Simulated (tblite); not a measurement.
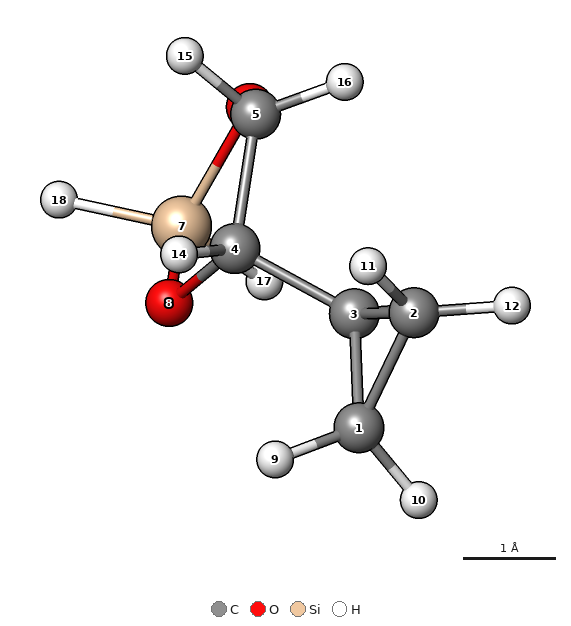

*The starting structure (ball-and-stick view, seen at a tilt; atoms are numbered from 1 in the order of the input).*

Bond lengths as drawn: C–C 1.50 to 1.55 Å, C–H 1.08 to 1.10 Å, C–O 1.40 to 1.41 Å, H–Si 1.45 Å and O–Si 1.64 Å.

## Molecular dynamics, with input and output: C$_{5}$H$_{10}$O$_{2}$Si (part 1 of 2)

C$_{5}$H$_{10}$O$_{2}$Si, computed with GFN2-xTB Langevin dynamics, gas phase (tblite 0.8.0).

## The input
```
{"job": {"kind": "md", "xc": "GFN2-xTB", "basis": "xTB", "temperature": 300, "steps": 2000, "every": 50}, "charge": 0, "multiplicity": 1}
C     -2.047160     0.956757    -0.150114
C     -2.159996    -0.535679    -0.192801
C     -0.820921     0.118476    -0.350322
C      0.208523     0.008796     0.748407
C      1.086721    -1.252603     0.566845
O      2.255670    -0.871454    -0.097788
Si     2.503748     0.747879    -0.002404
O      1.078292     1.112412     0.715064
H     -2.168918     1.450817     0.801522
H     -2.419080     1.526692    -0.987310
H     -2.364279    -1.058515     0.729511
H     -2.610410    -0.995199    -1.059242
H     -0.369335     0.121111    -1.335396
H     -0.283799     0.002006     1.727525
H      1.352266    -1.678473     1.540185
H      0.570916    -2.010975    -0.027404
H      2.616129     1.259581    -1.358199
H      3.562874     1.104688     0.925986
```

The first line tells a small driver script what to run in tblite; the rest is the geometry in Å.

Run on 1 CPU thread, shared host.

Command:
```bash
OMP_NUM_THREADS=1 python <driver script> task.json out
```

## What the program printed
```
t/fs     T/K      E/eV
    0.0   254.5   -700.67006
   25.0   227.3   -700.46846
   50.0   196.3   -700.38244
   75.0   205.9   -700.27116
  100.0   254.4   -700.16624
  125.0   230.4   -700.06277
  150.0   298.8   -700.28801
  175.0   265.9   -700.13973
  200.0   289.6   -699.96708
  225.0   231.5   -700.07499
  250.0   234.0   -699.98483
  275.0   391.3   -700.24634
  300.0   359.9   -700.04470
  325.0   315.7   -699.95005
  350.0   401.6   -700.14923
  375.0   270.3   -699.78349
  400.0   307.5   -700.07679
  425.0   219.9   -700.08052
  450.0   196.7   -700.02536
  475.0   287.8   -700.21385
  500.0   226.7   -699.88473
  525.0   297.3   -700.08960
  550.0   289.1   -700.10838
  575.0   277.9   -700.18964
  600.0   273.4   -700.05131
  625.0   304.6   -700.18339
  650.0   227.8   -699.96192
  675.0   241.0   -699.91772
  700.0   341.6   -700.04740
  725.0   382.8   -700.11147
  750.0   200.2   -699.95159
  775.0   212.0   -700.00657
  800.0   240.4   -699.97575
  825.0   303.1   -700.24315
  850.0   312.5   -700.15491
  875.0   222.0   -699.82881
  900.0   331.0   -700.18799
  925.0   255.5   -700.08755
  950.0   166.4   -700.02837
  975.0   276.2   -700.18617
 1000.0   319.9   -700.08600
```

## Trajectory as extended XYZ (Å, eV, eV/Å), 26 of the 41 frames kept, from step=0 to step=40
```
18
Properties=species:S:1:pos:R:3:forces:R:3 step=0 time_fs=0.0 energy=-700.67006 temperature=254.5
C    -2.0472    0.9568   -0.1501    0.0065  -0.0012  -0.0039
C    -2.1600   -0.5357   -0.1928   -0.0035   0.0026   0.0033
C    -0.8209    0.1185   -0.3503   -0.0017  -0.0055  -0.0073
C     0.2085    0.0088    0.7484   -0.0037   0.0043  -0.0013
C     1.0867   -1.2526    0.5668    0.0053   0.0021  -0.0002
O     2.2557   -0.8715   -0.0978   -0.0010   0.0012   0.0020
Si    2.5037    0.7479   -0.0024   -0.0044   0.0002  -0.0010
O     1.0783    1.1124    0.7151    0.0032  -0.0020  -0.0008
H    -2.1689    1.4508    0.8015   -0.0016  -0.0035  -0.0042
H    -2.4191    1.5267   -0.9873   -0.0022   0.0039   0.0046
H    -2.3643   -1.0585    0.7295    0.0079  -0.0002   0.0026
H    -2.6104   -0.9952   -1.0592    0.0024   0.0020  -0.0006
H    -0.3693    0.1211   -1.3354    0.0002  -0.0024   0.0079
H    -0.2838    0.0020    1.7275   -0.0077  -0.0005  -0.0006
H     1.3523   -1.6785    1.5402   -0.0008  -0.0035   0.0003
H     0.5709   -2.0110   -0.0274   -0.0014   0.0036  -0.0002
H     2.6161    1.2596   -1.3582   -0.0007   0.0010  -0.0001
H     3.5629    1.1047    0.9260    0.0033  -0.0020  -0.0005
18
Properties=species:S:1:pos:R:3:forces:R:3 step=2 time_fs=50.0 energy=-700.38244 temperature=196.3
C    -2.1066    0.8409    0.1074    0.0598   1.4358  -0.2799
C    -2.1204   -0.5915   -0.1988   -0.2821  -1.9333  -0.0150
C    -0.8313    0.1328   -0.2766   -0.3110   0.1981   0.7015
C     0.2035   -0.0708    0.7911    0.4284   0.2935  -0.2701
C     1.0417   -1.3397    0.4855    0.8413  -0.0490   0.3832
O     2.2153   -0.8998   -0.1704   -0.2041   0.4069  -0.0586
Si    2.3773    0.7645   -0.1814    0.8575  -0.5246  -0.2446
O     1.0818    1.0377    0.7545   -0.1634   0.0302  -0.0515
H    -2.1963    1.3072    1.1004   -0.0108  -0.7071  -0.5077
H    -2.5244    1.4751   -0.6766    0.0050  -0.0461   0.3179
H    -2.2128   -1.3907    0.5375   -0.0825   0.5008   0.2100
H    -2.5363   -0.9451   -1.1367   -0.1514   0.3184   0.0153
H    -0.3914    0.2998   -1.2325    0.1968   0.2121  -0.5058
H    -0.2150   -0.0291    1.7906   -0.2680  -0.4219   0.1975
H     1.3593   -1.8831    1.4106   -0.2655   0.4165  -0.4420
H     0.5212   -2.0617   -0.1641    0.0275   0.3638   0.1360
H     2.4363    1.1978   -1.6074   -0.2864  -0.1952   0.5569
H     3.5281    1.3149    0.5649   -0.3910  -0.2991  -0.1431
18
Properties=species:S:1:pos:R:3:forces:R:3 step=3 time_fs=75.0 energy=-700.27116 temperature=205.9
C    -2.1398    0.7556    0.2733   -1.0988   1.0224  -0.0901
C    -2.1452   -0.6750   -0.1312    0.0230  -0.7787   0.6121
C    -0.8932    0.1334   -0.2356    0.0581   0.1285  -0.1021
C     0.2128   -0.0653    0.7384    0.7209  -0.1739  -0.0680
C     1.0886   -1.2940    0.4327    0.2689  -1.1168   0.7183
O     2.2163   -0.8720   -0.2377    0.6498   0.3396  -0.4962
Si    2.3394    0.7513   -0.2467    0.5073   0.5371   1.5895
O     1.0711    1.0333    0.7894    0.7834   0.2132  -1.0601
H    -2.3074    0.9523    1.3346    0.3991  -0.1625  -0.2830
H    -2.5866    1.5579   -0.3090   -0.0979  -0.3631  -0.1629
H    -2.2788   -1.3586    0.7125    0.4067   0.1386  -0.1930
H    -2.5327   -1.1416   -1.0102   -0.4676   0.4416  -0.5125
H    -0.6014    0.4667   -1.2341    0.0874  -0.2788   0.2800
H    -0.1975   -0.0731    1.7114   -0.6612  -0.5828   1.3157
H     1.4438   -1.8686    1.3367   -0.4672   0.7095  -0.3453
H     0.6217   -2.0343   -0.2092   -0.5850  -0.0411  -0.1315
H     2.1643    1.2485   -1.5670   -0.1016   0.2346  -0.6827
H     3.4994    1.2679    0.5258   -0.4255  -0.2675  -0.3883
18
Properties=species:S:1:pos:R:3:forces:R:3 step=5 time_fs=125.0 energy=-700.06277 temperature=230.4
C    -2.3278    0.4904    0.4846    0.7183  -1.2781   2.1454
C    -2.1118   -0.9447    0.0028   -1.2672   0.0225  -0.2201
C    -0.9821   -0.0041    0.0464    0.4385   1.0046  -1.1798
C     0.3069   -0.1405    0.8181   -0.5821   0.0343   1.4633
C     1.1305   -1.3081    0.3188   -0.2947  -1.2864  -0.2132
O     2.2114   -0.8631   -0.3841    1.0876   1.0134  -0.9891
Si    2.3867    0.8013   -0.3372   -0.3037  -1.1102  -0.8832
O     1.1440    0.9583    0.6861   -0.9939   1.0492   0.1713
H    -2.4446    0.5689    1.6036   -0.1403   0.1810  -1.3698
H    -2.7900    1.2428   -0.1084   -0.3764   0.0892  -0.1325
H    -2.0587   -1.6731    0.7791   -0.3290  -0.4574   0.4295
H    -2.6506   -1.3349   -0.8979    0.9622   0.6455   0.6820
H    -0.7513    0.4156   -0.9087    0.4378   0.2216  -0.7761
H     0.1104   -0.2622    1.9184   -0.0509   0.1189  -0.6349
H     1.5037   -1.9280    1.1139    0.1683  -0.3062   0.8124
H     0.5224   -1.9700   -0.3041   -0.0892   0.0116  -0.3068
H     2.4355    1.2435   -1.7621   -0.2796  -0.2103   0.6042
H     3.3511    1.4209    0.4895    0.8943   0.2568   0.3974
18
Properties=species:S:1:pos:R:3:forces:R:3 step=6 time_fs=150.0 energy=-700.28801 temperature=298.8
C    -2.2657    0.3590    0.6209    0.2797  -0.7157   1.3295
C    -2.0881   -1.0638    0.1643   -0.0914  -0.2564  -0.8175
C    -0.9910   -0.0705   -0.0052    0.8016   0.2007  -1.0824
C     0.2843   -0.1982    0.8098    0.3545  -0.2012  -0.0323
C     1.1722   -1.4133    0.2377   -0.5682   1.0002  -0.3707
O     2.2345   -0.8102   -0.4920   -0.7862  -1.1838   0.1001
Si    2.3652    0.7903   -0.3026   -0.1120   0.9581  -0.0664
O     1.0430    1.0106    0.6686   -0.0140  -1.2369   0.1326
H    -2.1427    0.4730    1.7079   -0.5051   0.3137  -0.5370
H    -2.9861    0.9884    0.1264    0.1478  -0.0142   0.0556
H    -1.8303   -1.9059    0.7739   -0.3973   0.0045   0.7341
H    -2.6366   -1.3918   -0.7212    0.1878   0.2538   0.1745
H    -0.7404    0.2283   -1.0237   -0.1705   0.1762   0.1676
H     0.0187   -0.3432    1.8874    0.4224   0.0663  -0.6376
H     1.6192   -2.0329    1.0047    0.0373   0.0599   0.4352
H     0.5245   -2.1007   -0.3845    0.7354   0.8986   0.2033
H     2.0349    1.5011   -1.5726    0.3264  -0.2746   0.4600
H     3.6667    1.0796    0.3623   -0.6484  -0.0492  -0.2487
18
Properties=species:S:1:pos:R:3:forces:R:3 step=8 time_fs=200.0 energy=-699.96708 temperature=289.6
C    -2.2530    0.1656    0.7833    0.9589   0.4351   1.7528
C    -2.1779   -1.2219    0.3402   -0.2240  -0.3396  -1.1821
C    -1.0768   -0.2567   -0.0700   -0.4385  -0.8703   1.7673
C     0.2873   -0.3921    0.6092   -1.1585   0.3102  -0.6627
C     1.2514   -1.4313    0.0607    1.1933  -0.1025  -0.9479
O     2.2990   -0.7352   -0.5930    0.1538  -0.2452   0.5411
Si    2.3207    0.8853   -0.3174   -0.4324  -0.2161   0.4006
O     0.9215    0.8374    0.5823    0.7121   0.7842  -0.3575
H    -2.1948    0.4474    1.8632    0.2774  -0.3838  -1.0841
H    -2.9732    0.6851    0.2721   -1.4634   1.6540  -0.9050
H    -1.9601   -1.8906    1.1129    0.5057  -1.1996   0.6528
H    -2.9399   -1.5924   -0.3626    0.6483   0.2210   0.2049
H    -1.0796    0.1833   -1.0199    0.1924   0.1711  -1.2390
H     0.0928   -0.6606    1.6243   -0.1902  -0.0169   1.0725
H     1.6550   -2.0120    0.8954    0.1354  -0.0997  -0.1253
H     0.8977   -2.1015   -0.7264   -0.5507  -0.0473   0.3094
H     2.5414    1.2125   -1.7134   -0.2339   0.3896  -0.1398
H     3.1478    1.7307    0.5609   -0.0857  -0.4443  -0.0580
18
Properties=species:S:1:pos:R:3:forces:R:3 step=10 time_fs=250.0 energy=-699.98483 temperature=234.0
C    -2.1389    0.2375    0.7219   -0.4756   0.0091  -1.4843
C    -2.2084   -1.2569    0.4059    0.5753  -0.0010   1.6570
C    -1.0171   -0.4705   -0.0079   -0.7190   1.0159  -0.9388
C     0.3006   -0.4957    0.6848    1.3038   0.3765  -1.4527
C     1.2920   -1.4376   -0.1116    0.9977   0.6101   0.6055
O     2.3899   -0.7018   -0.6492   -0.6669   1.2361   1.4016
Si    2.1919    0.9378   -0.2747    0.6437  -0.4621  -1.5085
O     0.7885    0.8441    0.5161    0.2222  -0.4834   0.5222
H    -1.9021    0.6315    1.6952   -0.3336  -0.3140   0.1326
H    -2.7009    0.9591    0.0668    0.3166  -0.9348   0.9648
H    -2.0563   -1.9698    1.2545   -0.1426   0.7997  -0.6746
H    -2.8430   -1.6873   -0.3330   -0.4338   0.2242  -0.3479
H    -0.9712   -0.1111   -1.0862    0.3471  -0.8916   1.2903
H     0.3243   -0.6716    1.7672   -0.3597  -0.3332  -0.3214
H     1.6426   -2.2514    0.5364    0.2089   0.2266   0.0049
H     0.9207   -1.8643   -1.0049   -1.3291  -0.6152  -0.6156
H     1.9659    1.7552   -1.4989   -0.0567  -0.3645   0.3684
H     3.4279    1.3886    0.3338   -0.0983  -0.0983   0.3966
18
Properties=species:S:1:pos:R:3:forces:R:3 step=11 time_fs=275.0 energy=-700.24634 temperature=391.3
C    -2.0499    0.2028    0.7145    0.3894  -1.1409   0.3060
C    -2.1551   -1.2981    0.5546    0.0078   0.8702  -0.8457
C    -0.9933   -0.5082   -0.0645   -1.0942  -0.9939   0.5204
C     0.3467   -0.5688    0.5483    0.8901   0.6655   1.8895
C     1.4413   -1.4249   -0.0851   -0.3109  -1.5857   0.2727
O     2.3920   -0.6314   -0.6144    1.7256   1.1418  -0.6681
Si    2.2460    0.9519   -0.2172    0.8365  -0.2156   0.6989
O     0.8819    0.7470    0.5992   -0.8818   0.3522   0.1583
H    -1.8027    0.5767    1.6755    0.3057   0.1748   0.6449
H    -2.6651    0.8559    0.1844   -1.0885   0.6528  -0.7127
H    -2.0280   -1.9569    1.4047    0.1591   0.2649  -0.1935
H    -2.8973   -1.6320   -0.1738    0.2325  -0.0834   0.3764
H    -1.0719   -0.3952   -1.1304    0.3879   0.0211  -0.2613
H     0.3024   -0.8045    1.6524   -0.4678  -0.2574  -0.8619
H     1.9084   -2.0962    0.6932   -0.4491   0.3431  -0.6403
H     1.0948   -2.0108   -0.9413   -0.4738  -0.4418   0.2940
H     2.1814    1.7174   -1.4047   -0.1203   0.4047  -0.7653
H     3.2070    1.4513    0.7787   -0.0482  -0.1723  -0.2120
18
Properties=species:S:1:pos:R:3:forces:R:3 step=13 time_fs=325.0 energy=-699.95005 temperature=315.7
C    -1.9761    0.0832    0.5441   -0.5762  -0.6580  -0.1166
C    -1.9152   -1.4403    0.7876    0.0845   0.9569   0.8611
C    -0.8031   -0.7616    0.0589   -2.7706   0.0619  -1.8172
C     0.5156   -0.6809    0.6037    2.0531   0.4427   2.8272
C     1.5529   -1.4873   -0.1798   -0.0293   1.0309  -1.7017
O     2.5118   -0.5489   -0.7186   -0.9308  -0.8896  -0.1821
Si    2.3027    0.9467   -0.1132    0.1236   1.3340  -0.7438
O     0.9257    0.6726    0.7170    0.2697  -0.0520  -0.5739
H    -1.8986    0.7539    1.4171    0.2094  -0.5378  -0.7242
H    -2.7056    0.4710   -0.2405    1.1055  -0.6623   1.1472
H    -1.6172   -1.7727    1.8059   -0.5845   0.2875  -0.7767
H    -2.6243   -2.0765    0.2871    0.0954  -0.0494  -0.0571
H    -0.8055   -0.9070   -1.0390    0.0042   0.1812   0.5091
H     0.6050   -1.0173    1.6895   -0.6008  -0.0230  -0.8694
H     2.1521   -2.0778    0.4609    0.2281  -1.1120   0.5212
H     0.9835   -2.0874   -0.9835    1.3157   0.7628   0.8493
H     2.2238    1.9854   -1.2467   -0.1261  -0.9793   0.8377
H     3.2927    1.3433    0.8753    0.1289  -0.0946   0.0098
18
Properties=species:S:1:pos:R:3:forces:R:3 step=14 time_fs=350.0 energy=-700.14923 temperature=401.6
C    -1.9263   -0.0449    0.4894    0.8865  -0.8225   0.0517
C    -1.8702   -1.4908    0.9203   -1.0054  -0.1724  -1.4092
C    -0.7513   -0.9262    0.0839   -1.3232  -0.1180  -0.8491
C     0.5877   -0.7403    0.6878    2.2381  -0.5721   0.8113
C     1.6836   -1.5257   -0.1989   -0.7278   2.1536  -0.1491
O     2.5556   -0.5393   -0.7400   -0.6361  -0.5377  -0.1239
Si    2.3321    0.9575   -0.1166    0.4268   0.2933  -0.6410
O     1.0560    0.5865    0.8239   -0.4641   0.1804  -0.4294
H    -1.6064    0.7139    1.1697   -0.3009   0.2861   0.4455
H    -2.6536    0.2650   -0.2419    0.0807  -0.0726  -0.0433
H    -1.6200   -1.7447    1.9160   -0.0299  -0.0783   0.7498
H    -2.6239   -2.1964    0.4437    1.1405   0.9498   0.6009
H    -0.7121   -1.2521   -0.9642   -0.1418   0.2671   0.3658
H     0.6667   -1.0887    1.7444   -0.4253  -0.3088  -0.5177
H     2.3525   -2.1573    0.3246    0.0459  -0.9740   0.7632
H     1.0952   -2.0203   -0.9747    0.6333  -0.2011  -0.1662
H     2.0412    1.8318   -1.3001    0.0652  -0.3222   0.7279
H     3.5181    1.2789    0.7084   -0.4624   0.0495  -0.1871
18
Properties=species:S:1:pos:R:3:forces:R:3 step=16 time_fs=400.0 energy=-700.07679 temperature=307.5
C    -1.6872   -0.1181    0.6609   -1.7017   0.0658  -1.0841
C    -1.7799   -1.6183    0.8034    0.9395   0.5743   0.4212
C    -0.5697   -0.9828    0.1370   -2.0727  -0.3766  -0.9617
C     0.7474   -0.9293    0.7294    1.8013   0.5440   0.9494
C     1.8860   -1.4990   -0.1451    0.2539  -2.2317   0.7316
O     2.6021   -0.5037   -0.7260    0.1448   0.3129  -1.1051
Si    2.1577    0.9556   -0.1822   -0.3607   0.7429  -0.4294
O     1.0743    0.4230    0.9149    0.2004   0.6677  -0.0598
H    -1.5488    0.5826    1.4851    0.0741  -0.6088  -0.2143
H    -2.4789    0.2504   -0.0887    1.5425  -0.1769   1.0098
H    -1.7454   -2.1165    1.7700    0.4332   0.3110  -0.1786
H    -2.4167   -2.1284    0.1337   -0.7351  -0.3184  -0.4931
H    -0.4733   -1.0442   -0.9504   -0.4135  -0.1157   0.1284
H     0.8174   -1.3737    1.7160   -0.2455  -0.2934   0.3967
H     2.6190   -2.0842    0.4614   -0.4173   0.2571   0.1967
H     1.5066   -2.2714   -0.8443   -0.0666   0.6537  -0.2548
H     1.7757    1.7987   -1.3544   -0.0754  -0.4797   0.5497
H     3.1479    1.5244    0.6564    0.6989   0.4716   0.3976
18
Properties=species:S:1:pos:R:3:forces:R:3 step=18 time_fs=450.0 energy=-700.02536 temperature=196.7
C    -1.6458   -0.3043    0.8840    1.5654  -2.6704   1.7139
C    -1.6996   -1.8271    0.6509    0.4554   1.7284  -0.2443
C    -0.5304   -1.0275    0.1492    0.5226   0.1982   0.9550
C     0.8291   -1.0413    0.8736   -0.3030   1.4021   0.2863
C     1.9479   -1.5793    0.0439    0.0728  -0.3532  -2.3868
O     2.3943   -0.4853   -0.7914   -0.0404  -2.0075  -0.1457
Si    2.0228    0.9631   -0.1837    1.1342  -0.1190   1.9119
O     1.2272    0.3336    1.1404   -0.4995  -0.5445  -0.3165
H    -1.5140    0.0253    1.9333    0.3786  -0.3292  -0.8219
H    -2.2851    0.3117    0.3925   -1.6350   1.3615  -1.5024
H    -1.6233   -2.5494    1.4190    0.3098  -0.1515   0.8344
H    -2.3625   -2.1463   -0.1004   -0.7460  -0.3136  -0.8258
H    -0.4157   -0.9205   -0.9322   -0.1361   0.2062   0.3777
H     0.8059   -1.5823    1.8157   -0.3296   0.1560   0.3008
H     2.7638   -2.0288    0.6027    0.2701   0.5033   0.2363
H     1.5850   -2.4064   -0.6234    0.1535   0.6419   0.2132
H     1.1712    1.7979   -0.9839   -0.0816   0.1093  -0.2234
H     3.3973    1.3884    0.3383   -1.0910   0.1820  -0.3629
18
Properties=species:S:1:pos:R:3:forces:R:3 step=19 time_fs=475.0 energy=-700.21385 temperature=287.8
C    -1.7376   -0.4074    0.9473   -0.1165   0.0915  -0.4131
C    -1.5582   -1.8848    0.6409   -0.2893   0.7341   0.4499
C    -0.5358   -0.8871    0.1945    0.4288  -0.8546   1.0955
C     0.7991   -0.9385    0.9061   -0.0801  -1.2785   0.0799
C     1.8991   -1.5610    0.0208    0.4149   1.9819  -0.0820
O     2.2220   -0.5282   -0.9287   -0.0361  -0.4057   1.2807
Si    1.9489    0.8945   -0.1169    0.2458   0.5312  -1.6563
O     1.2382    0.3487    1.2151   -0.1287  -0.3357   0.4039
H    -1.6119   -0.0145    1.9629   -0.0933  -0.3073  -0.5930
H    -2.4477    0.1398    0.3066    0.2172  -0.3034   0.7033
H    -1.3325   -2.5696    1.4507    0.0520   0.2031  -0.1038
H    -2.2204   -2.2917   -0.0871   -0.2729  -0.2748  -0.3635
H    -0.4347   -0.6879   -0.8427   -0.0329   0.2605  -0.6526
H     0.7628   -1.5845    1.8036   -0.2717   0.5622   0.0866
H     2.7559   -1.7305    0.6571    0.4968   0.0206   0.2595
H     1.7117   -2.4666   -0.4771   -0.7832  -0.9547  -0.7488
H     1.1323    1.5408   -1.1191   -0.3352   0.2812  -0.0798
H     3.0077    1.7605    0.2802    0.5844   0.0484   0.3336
```
